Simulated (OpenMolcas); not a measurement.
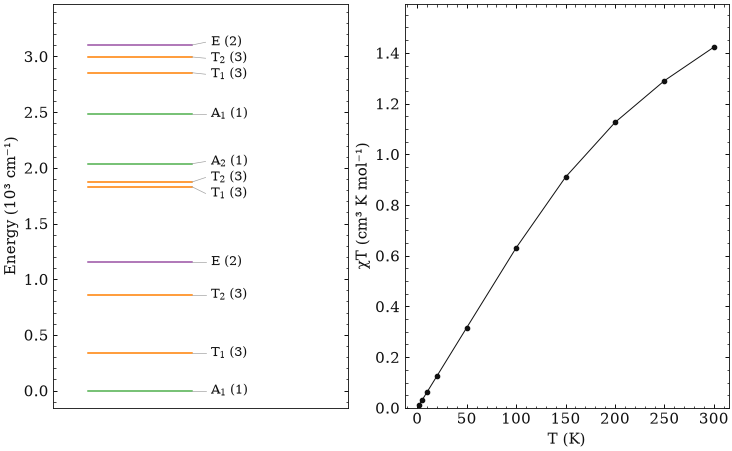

Levels of a 4f ion of charge +3 as a dopant in CaF₂, a cluster with its 8 nearest F⁻ at 2.320 Å (cube) embedded in model potentials and point charges; the geometry was set, not optimised. Labels give the representation in O, Td, D4 or D3 as the site allows (double group for half-integer spin) where it could be assigned and, in brackets, the degeneracy; spin-free states, where drawn, share the zero of the spin-orbit levels. Computed with OpenMolcas: state-averaged CASSCF, the open shell active, basis ANO-RCC-VDZP on all atoms, DKH2 scalar Hamiltonian, spin-orbit coupling by RASSI with atomic mean-field integrals. Powder susceptibility by Van Vleck's formula.

Question: Which ion is the dopant?

Answer: Eu³⁺ (4f⁶). The ground level is A₁, non-degenerate, 96 % from states of spin multiplicity 7. The next level lies at 337 cm⁻¹ (T₁). χT is 0.0127 cm³ K mol⁻¹ at 2 K and 1.42 at 300 K, an effective moment of 3.37 μB. The active orbitals hold 99 to 100 % metal character (Löwdin), and the Mulliken charge of the metal is +2.47.

Caveat: high states of lower spin left out of the spin-orbit mixing; the geometry is set by hand, with no relaxation and no charge compensation; spin-free states above about 45,000 cm⁻¹ are left out of the spin-orbit step.
